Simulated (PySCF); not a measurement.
```xyz
17

C     3.0075    0.1649   -0.2065
Ge    1.4490   -0.9164   -0.7307
C    -0.2034   -0.1815   -0.0124
C    -0.8057   -0.2000    1.1795
C    -1.9930    0.6234    0.7342
C    -3.2500   -0.0666    0.7660
N    -4.2392   -0.6412    0.7834
C    -1.2935    0.6472   -0.6568
H     2.9099    1.1851   -0.5684
H     3.9225   -0.2549   -0.6148
H     3.1004    0.1952    0.8762
H     1.3081   -0.9627   -2.2259
H     1.6023   -2.3273   -0.2431
H    -0.5834   -0.6390    2.1353
H    -2.0965    1.6003    1.2150
H    -0.9963    1.6401   -0.9906
H    -1.8457    0.1453   -1.4503
```

Geometry: GFN2-xTB.

The calculation used PBE0/def2-SVPD, SCF density, gas phase (PySCF 2.14.0).

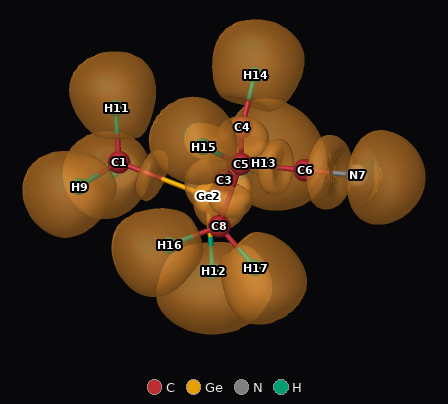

C6H9GeN. Isosurface of the electron localisation function at 0.8 (orange), seen at an oblique angle. Core shells and regions of very low density are left out.

Describe the localisation domains.

Answer. The ELF exceeds this value in five regions between bonded C–C atoms (shared pairs), one region between bonded C–N atoms (shared pairs), nine regions around hydrogen nuclei, two lobes of the valence shell of C pointing towards Ge (polar bonds) and one lobe on N, pointing away from the bonds (lone pairs). Profiles from the grid: C–N (1.14 Å): the ELF peaks at about 0.85 between the atoms (a short, multiple covalent bond). C–C (1.34 Å): the ELF peaks at about 0.90 between the atoms (a short, multiple covalent bond).
